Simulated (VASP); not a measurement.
**A VASP study of ScAl3 (PBEsol + D3(BJ)): structure first, properties next**

What structure and properties does PBEsol + D3(BJ) give ScAl3, and how near are they to the measured ones? The steps: full relaxation (PBEsol + D3(BJ)), second relaxation, single point with fields (PBEsol + D3(BJ)), band structure (PBEsol + D3(BJ)), density of states (PBEsol + D3(BJ)), field gradients at the nuclei (PBEsol + D3(BJ)), volume scan with PBEsol + D3(BJ) and fit for PBEsol + D3(BJ). The start is a computed cell from the Materials Project.

Main program and level: VASP 6.6.1; PBEsol with D3(BJ); plane waves and PAW (Sc_sv, Al).

**What experiment says.**

For Al3Sc, L12 ordered cubic (bulk crystal, 300 K), “A Combined Experimental and First-Principles Based Assessment of Finite-Temperature Thermodynamic Properties of Intermetallic Al3Sc” (2021, pmc:8067998) quotes earlier work: lattice constant a (a at ambient temperature) 4.103 Å [Literature value at ambient temperature, not corrected to 0 K].

Report form: the programs' logs are mostly left out.

## Step 1: The structure

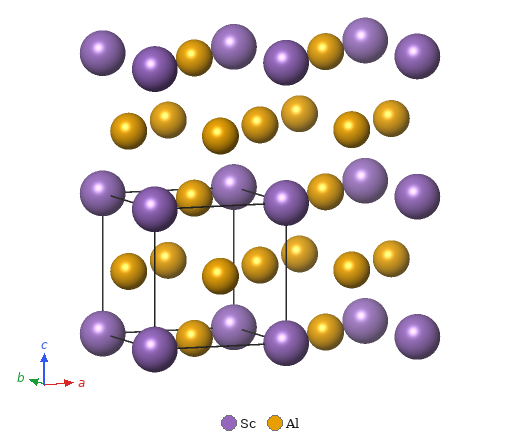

The cell as given, slightly off an axis (scandium purple, aluminium orange). 2×1×2 cells are drawn. Some periodic images of atoms are drawn too.

## Step 2: Full relaxation (PBEsol + D3(BJ))

The start need not lie at this functional's minimum. ISIF = 3 frees volume, shape and positions, and EDIFFG sets the threshold on forces and stress at which the search stops. PBEsol restores the gradient expansion of exchange and is tuned for the cells of solids. A dispersion term adds the long-range attraction that semilocal functionals lack. D3 with Becke-Johnson damping keeps a finite attraction at short range.

The input, INCAR:

```
SYSTEM = ScAl3
PREC = Accurate
ENCUT = 400
EDIFF = 1E-06
NELM = 100
ISMEAR = 1
SIGMA = 0.2
LREAL = .FALSE.
ALGO = Normal
GGA = PS
IVDW = 12
NBANDS = 16
LASPH = .TRUE.
LORBIT = 11
LWAVE = .FALSE.
LCHARG = .FALSE.
KPAR = 4
IBRION = 2
NSW = 60
ISIF = 3
EDIFFG = -0.01
```

The input, POSCAR:

```
ScAl3
1.0
    4.0878065700      0.0000000000      0.0000000000
    0.0000000000      4.0878065700      0.0000000000
    0.0000000000      0.0000000000      4.0878065700
Sc Al
1 3
Direct
    0.0000000000      0.0000000000      0.0000000000
    0.5000000000      0.0000000000      0.5000000000
    0.0000000000      0.5000000000      0.5000000000
    0.5000000000      0.5000000000      0.0000000000
```

The input, KPOINTS:

```
Automatic mesh
0
Gamma
5 5 5
0 0 0
```

PAW data sets: Sc_sv and Al (PBE family, release 64).

The run is started by

```console
> mpirun -np 4 vasp_std
```

Run time: 13 s. Hardware: 4 MPI ranks of Intel Xeon Platinum 8559C (Emerald Rapids), shared host; peak memory 0.62 GiB.

The k-mesh is coarse for a metal. The PAW data sets were made with PBE, which is usual practice but a small mismatch for other functionals. Dispersion corrections of this kind ignore metallic screening and tend to overbind metals. The run keeps the 48 symmetry operations of its start, so it cannot find a distortion of lower symmetry.

Step by step:

```tsv
step	energy less that of the first step (eV)	largest force (eV/Å)	pressure (GPa)	volume (Å³)
1	0.0000	0.0000	-4.64	68.31
2	-0.0414	0.0000	2.29	63.54
3	-0.0511	0.0000	0.00	64.92
```

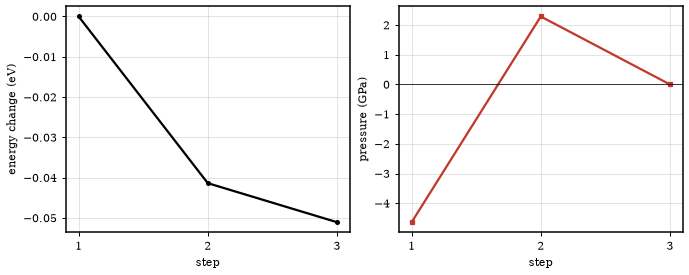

Energy and pressure along the relaxation.

```tsv
conventional cell, symmetrised	before	after	change
a (Å)	4.088	4.019	-1.7 %
b (Å)	4.088	4.019	-1.7 %
c (Å)	4.088	4.019	-1.7 %
volume (Å³/atom)	17.08	16.23	-5.0 %
```

Final coordinates:

```xyz
4
Lattice="4.0192 0.0000 0.0000 0.0000 4.0192 0.0000 0.0000 0.0000 4.0192" Properties=species:S:1:pos:R:3 pbc="T T T"
Sc    0.0000    0.0000    0.0000
Al    2.0096    0.0000    2.0096
Al    0.0000    2.0096    2.0096
Al    2.0096    2.0096    0.0000
```

This step gave:

* electrons: 20
* bands: 16
* irreducible k-points: 10
* symmetry operations: 48
* free energy (TOTEN): -22.29 eV
* energy at zero smearing: -22.29 eV
* Fermi energy: 7.797 eV
* pressure: -9.50e-5 GPa
* metallic: yes
* SCF cycles over all ionic steps: 29

It ends with forces that vanish by symmetry and a pressure of 0.00 GPa.

## Step 3: Second relaxation

A relaxation keeps the plane waves of the cell it began with, so it is repeated from the new cell, on a basis made for it.

INCAR is that of step 2.

The input, POSCAR:

```
ScAl3
1.0
    4.0191528151      0.0000000000      0.0000000000
    0.0000000000      4.0191528151      0.0000000000
    0.0000000000      0.0000000000      4.0191528151
Sc Al
1 3
Direct
    0.0000000000      0.0000000000      0.0000000000
    0.5000000000      0.0000000000      0.5000000000
    0.0000000000      0.5000000000      0.5000000000
    0.5000000000      0.5000000000      0.0000000000
```

KPOINTS is that of step 2.

The run is started by

```console
> mpirun -np 4 vasp_std
```

Wall time 5.6 s (4 MPI ranks); peak memory 0.61 GiB; 18 s of CPU time.

Little changed from the start: no atom moved by 0.005 Å and no cell edge by 0.1 %.

This step gave:

```
Fermi energy                    : 7.798 eV
pressure                        : -0.01847 GPa
SCF cycles over all ionic steps : 13
```

It ends with forces that vanish by symmetry and a pressure of -0.02 GPa. The volume moved by under 0.01 %: the run met its threshold at the first step.

## Step 4: Single point with fields (PBEsol + D3(BJ))

The relaxed cell gets a fresh self-consistent run, on a basis set for its own volume, to fix the density and to check the remaining stress.

Edit INCAR of step 3 so:

```diff
@@ -15,7 +15,5 @@
 LWAVE = .FALSE.
-LCHARG = .FALSE.
-KPAR = 4
-IBRION = 2
-NSW = 60
-ISIF = 3
-EDIFFG = -0.01
+LCHARG = .TRUE.
+ISIF = 2
+LELF = .TRUE.
+LVHAR = .TRUE.
```

POSCAR is that of step 3.

KPOINTS is that of step 3.

The run is started by

```console
> mpirun -np 4 vasp_std
```

It took 5.6 s on 4 MPI ranks; peak memory 0.48 GiB.

This step gave:

```
SCF cycles : 13
```

Valence electrons inside each PAW sphere by angular momentum. Sphere charges, by row:

```tsv
atom	s (e)	p (e)	d (e)	tot (e)
Sc1	2.194	6.159	1.364	9.717
Al2	0.417	0.4	0	0.818
Al3	0.417	0.4	0	0.818
Al4	0.417	0.4	0	0.818
```

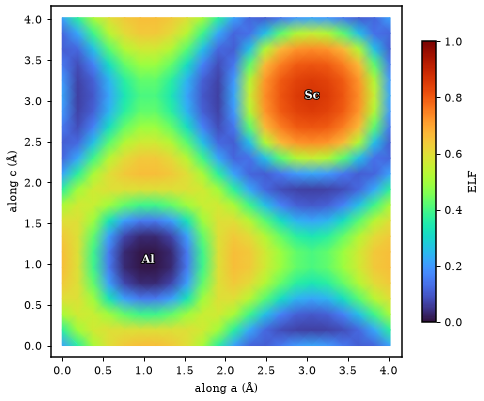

ELF in the ac plane at fractional y = 0.000, with atoms of Sc and Al within 0.2 Å of it. It is the smooth field of the valence electrons, not physical close to the nuclei. The map starts off the cell's origin, so that atoms lie inside it.

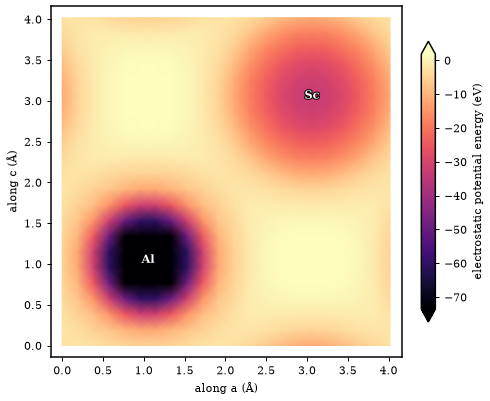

Electrostatic potential energy in the ac plane at fractional y = 0.000, with atoms of Sc and Al within 0.2 Å of it. With pseudopotentials it is smooth inside the atoms' cores, unlike the true potential. The map starts off the cell's origin, so that atoms lie inside it.

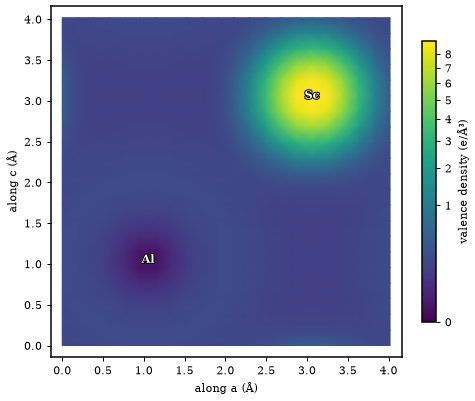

Valence density in the ac plane at fractional y = 0.000, with atoms of Sc and Al within 0.2 Å of it. It is the smooth field of the valence electrons, not physical close to the nuclei. The map starts off the cell's origin, so that atoms lie inside it. The colour scale is stretched toward low values.

In this run the pressure is -0.02 GPa, small enough to go on.

## Step 5: Band structure (PBEsol + D3(BJ))

The mesh alone shows little of the dispersion and can miss band extrema, so KPOINTS_OPT adds a path through the symmetry points after the self-consistent cycle.

The input, INCAR:

```
SYSTEM = ScAl3
PREC = Accurate
ENCUT = 400
EDIFF = 1E-06
NELM = 100
ISMEAR = 1
SIGMA = 0.2
LREAL = .FALSE.
ALGO = Normal
GGA = PS
IVDW = 12
NBANDS = 24
LASPH = .TRUE.
LORBIT = 11
LWAVE = .FALSE.
LCHARG = .FALSE.
KPAR = 4
```

POSCAR is that of step 4.

KPOINTS is that of step 4.

The input, KPOINTS_OPT:

```
Line mode
16
Line-mode
Reciprocal
  0.00000000   0.00000000   0.00000000 GAMMA
  0.00000000   0.50000000   0.00000000 X

  0.00000000   0.50000000   0.00000000 X
  0.50000000   0.50000000   0.00000000 M

  0.50000000   0.50000000   0.00000000 M
  0.00000000   0.00000000   0.00000000 GAMMA

  0.00000000   0.00000000   0.00000000 GAMMA
  0.50000000   0.50000000   0.50000000 R

  0.50000000   0.50000000   0.50000000 R
  0.00000000   0.50000000   0.00000000 X

  0.50000000   0.50000000   0.00000000 M
  0.50000000   0.50000000   0.50000000 R
```

The run is started by

```console
> mpirun -np 4 vasp_std
```

Elapsed: 19 s, on 4 MPI ranks; peak memory 0.66 GiB; 72 s of CPU time.

Numbers from this step:

* bands: 24
* pressure: -0.02933 GPa

The electronic bands at the labelled points (eV, zero at the Fermi level; # counts the bands kept):

```tsv
point	#3	#4	#5	#6	#7	#8	#9	#10
Γ	-2.83	-1.95	-1.95	-1.95	1.10	1.17	1.17	1.17
X	-1.93	-1.93	-1.74	0.95	0.95	1.05	1.23	1.54
M	-5.82	-4.63	-0.72	-0.72	1.11	1.29	2.02	2.47
Γ	-2.83	-1.95	-1.95	-1.95	1.10	1.17	1.17	1.17
R	-5.00	-4.76	-3.13	-3.13	-3.13	0.90	2.58	2.58
X	-1.93	-1.93	-1.74	0.95	0.95	1.05	1.23	1.54
jump to M	-5.82	-4.63	-0.72	-0.72	1.11	1.29	2.02	2.47
R	-5.00	-4.76	-3.13	-3.13	-3.13	0.90	2.58	2.58
```

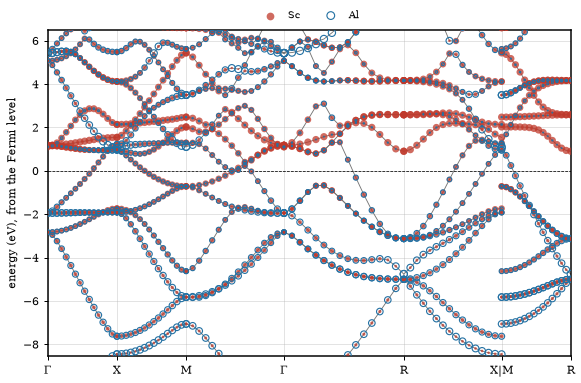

Electronic bands along the path; dots are coloured as in the legend, and their area grows with the weight.

There is no gap at this level.

Of the bands kept, 2 cross the Fermi level on this path.

## Step 6: Density of states (PBEsol + D3(BJ))

Here the states are counted by energy and projected on the atoms. The mesh is finer than in the run before.

Edit INCAR of step 5 so:

```diff
@@ -5,3 +5,3 @@
 NELM = 100
-ISMEAR = 1
+ISMEAR = -5
 SIGMA = 0.2
@@ -17 +17,2 @@
 KPAR = 4
+NEDOS = 2001
```

POSCAR is that of step 5.

The input, KPOINTS:

```
Automatic mesh
0
Gamma
7 7 7
0 0 0
```

The run is started by

```console
> mpirun -np 4 vasp_std
```

The job ended after 8.8 s (4 MPI ranks; peak memory 0.64 GiB).

With tetrahedra the forces and stress of a metal are not exact derivatives of the energy.

Numbers from this step:

* SCF cycles: 15
* irreducible k-points: 20
* free energy (TOTEN): -22.28 eV
* Fermi energy: 7.606 eV
* pressure: 0.04026 GPa
* DOS at the Fermi level: 1.393 states/eV/cell

The density of states has structure finer than the step of the table below, so its rows give means over 1 eV, whole bins alone (the curve runs from -12.0 to 5.34 eV). Peaks (eV: height): total -1.7: 3.84, 2.3: 4.99, 2.7: 4.62, 3.9: 5.18; Sc d 2.3: 2.58, 2.7: 2.61, 3.9: 1.72, 4.3: 1.88; Al p -2.6: 0.331, -1.7: 0.586, 3.9: 0.376, 4.9: 0.296; Al s -5.5: 0.314, 2.3: 0.268, 3.9: 0.409, 5.0: 0.241; Sc p -2.8: 0.0785, 2.9: 0.164, 3.9: 0.176, 5.0: 0.133.

States under -12.0 eV and over 5.3 eV are left out. Table of density of states by energy, zero at the Fermi level; means over each step; values in states/eV/cell:

```tsv
energy (eV)	total	Sc d	Al p	Al s	Sc p	Sc s
-11	0	0	0	0	0	0
-10	0.146	4.9e-5	0.00133	0.0352	9.8e-4	0.00744
-9	0.525	0.00154	0.0116	0.122	0.00836	0.0191
-8	0.827	0.00906	0.0311	0.183	0.0178	0.0159
-7	0.635	0.0149	0.0364	0.124	0.0112	0.0149
-6	1.03	0.0268	0.0667	0.185	0.0263	0.0351
-5	1.34	0.0666	0.0812	0.257	0.0394	0.0180
-4	1.13	0.0887	0.108	0.147	0.0252	0.0212
-3	1.73	0.172	0.231	0.0972	0.0492	0.0356
-2	2.41	0.410	0.356	0.0509	0.0554	0.0167
-1	1.46	0.370	0.185	0.0310	0.0179	0.0104
0	1.26	0.363	0.134	0.0362	0.0132	0.0159
1	2.12	0.658	0.183	0.0712	0.0390	0.0296
2	3.00	1.36	0.134	0.0960	0.0485	0.120
3	3.05	1.40	0.147	0.126	0.0930	0.0370
4	2.95	1.18	0.182	0.247	0.0708	0.00554
```

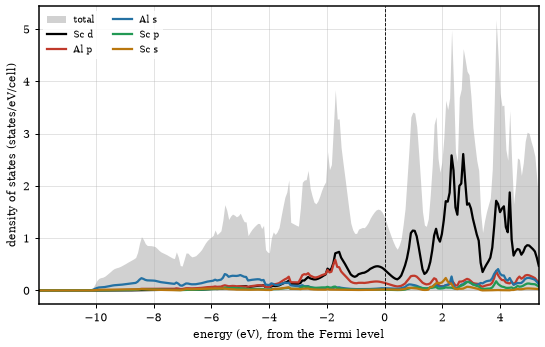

Density of states, plotted against energy.

The finer mesh and the other smearing move the Fermi level by -0.19 eV from the 5×5×5 run, one measure of the sampling error in the zero of the bands above. Of the states within 0.3 eV of the Fermi level, the largest shares in the PAW spheres are Sc d 29 % and Al p 11 %. The rest lies in smaller channels or between the spheres.

## Step 7: Field gradients at the nuclei (PBEsol + D3(BJ))

Field gradients probe how far the charge around each nucleus departs from cubic symmetry; LASPH keeps the non-spherical terms inside the spheres.

The input, INCAR:

```
SYSTEM = ScAl3
PREC = Accurate
ENCUT = 400
EDIFF = 1E-07
NELM = 100
ISMEAR = 1
SIGMA = 0.2
LREAL = .FALSE.
ALGO = Normal
GGA = PS
IVDW = 12
NBANDS = 16
LASPH = .TRUE.
LORBIT = 11
LWAVE = .FALSE.
LCHARG = .FALSE.
KPAR = 4
LEFG = .TRUE.
```

POSCAR is that of step 6.

The input, KPOINTS:

```
Automatic mesh
0
Gamma
5 5 5
0 0 0
```

The run is started by

```console
> mpirun -np 4 vasp_std
```

The job ended after 6.2 s (4 MPI ranks; peak memory 0.61 GiB).

Numbers from this step:

| Property | Result |
| --- | --- |
| SCF cycles | 14 |
| bands | 16 |
| irreducible k-points | 10 |
| free energy (TOTEN) | -22.29 eV |
| Fermi energy | 7.797 eV |
| pressure | -0.01020 GPa |

Electric field gradients, by row:

```tsv
atom	Vxx (V/Å²)	Vyy (V/Å²)	Vzz (V/Å²)	asymmetry
Sc1	0	0	0	-
Al2	-8.705	-8.705	17.41	0
Al3	-8.705	-8.705	17.41	0
Al4	-8.705	-8.705	17.41	0
```

The largest gradient, 17.41 V/Å², sits on Al2 and like sites; times the quadrupole moment of a nucleus that has one, it gives the coupling that NMR and NQR see.

## Step 8: Volume scan with PBEsol + D3(BJ)

An equation of state needs energies on both sides of the minimum, all on one mesh and cutoff.

Edit INCAR of step 7 so:

```diff
@@ -3,3 +3,3 @@
 ENCUT = 400
-EDIFF = 1E-07
+EDIFF = 1E-06
 NELM = 100
@@ -17,2 +17,2 @@
 KPAR = 4
-LEFG = .TRUE.
+ISIF = 2
```

The input, POSCAR:

```
ScAl3
1.0
    3.9371062665      0.0000000000      0.0000000000
    0.0000000000      3.9371062665      0.0000000000
    0.0000000000      0.0000000000      3.9371062665
Sc Al
1 3
Direct
    0.0000000000      0.0000000000      0.0000000000
    0.5000000000      0.0000000000      0.5000000000
    0.0000000000      0.5000000000      0.5000000000
    0.5000000000      0.5000000000      0.0000000000
```

KPOINTS is that of step 7.

The run is started by

```console
> mpirun -np 4 vasp_std
```

The job ended after 5.8 s (4 MPI ranks; peak memory 0.6 GiB; 19 s of CPU time).

The scan keeps the cell's shape and the fractional positions fixed.

Numbers from this step:

```yaml
scf_cycles: 13
free_energy_toten: -22.21 eV
energy_at_zero_smearing: -22.20 eV
fermi_energy: 8.384 eV
pressure: 7.034 GPa
```

The pressure here is 7.03 GPa.

## Step 9: Volume scan with PBEsol + D3(BJ) (run 2)

INCAR is that of step 8.

The input, POSCAR:

```
ScAl3
1.0
    3.9648332805      0.0000000000      0.0000000000
    0.0000000000      3.9648332805      0.0000000000
    0.0000000000      0.0000000000      3.9648332805
Sc Al
1 3
Direct
    0.0000000000      0.0000000000      0.0000000000
    0.5000000000      0.0000000000      0.5000000000
    0.0000000000      0.5000000000      0.5000000000
    0.5000000000      0.5000000000      0.0000000000
```

KPOINTS is that of step 8.

The run is started by

```console
> mpirun -np 4 vasp_std
```

Elapsed: 5.6 s, on 4 MPI ranks; peak memory 0.61 GiB; 18 s of CPU time.

Numbers from this step:

* free energy (TOTEN): -22.25 eV
* energy at zero smearing: -22.25 eV
* Fermi energy: 8.182 eV
* pressure: 4.446 GPa

The pressure falls from 7.03 to 4.45 GPa.

The run ends at a pressure of 4.45 GPa.

## Step 10: Volume scan with PBEsol + D3(BJ) (run 3)

INCAR is that of step 9.

The input, POSCAR:

```
ScAl3
1.0
    3.9921778224      0.0000000000      0.0000000000
    0.0000000000      3.9921778224      0.0000000000
    0.0000000000      0.0000000000      3.9921778224
Sc Al
1 3
Direct
    0.0000000000      0.0000000000      0.0000000000
    0.5000000000      0.0000000000      0.5000000000
    0.0000000000      0.5000000000      0.5000000000
    0.5000000000      0.5000000000      0.0000000000
```

KPOINTS is that of step 9.

The run is started by

```console
> mpirun -np 4 vasp_std
```

Run time: 5.8 s. Hardware: 4 MPI ranks; peak memory 0.61 GiB; 19 s of CPU time.

The pressure falls from 4.45 to 2.10 GPa.

The run ends at a pressure of 2.10 GPa.

(Continued in part 2 of 2.)

[Lines on the potential files, build, host, timing and source positions are cut from VASP's logs without a mark.]

[Logs are printed without paths, hosts, clocks, repeated set-up lines and the standing remarks that a program may print on its own settings, such as how far it seeks lower states.]

[Hosts, paths, dates, database ids (printed as entryN), source tags and the programs' standing remarks are cut or masked in the printed files.]

[A measured line is paired with the nearest computed mode of its activity, which favours agreement.]
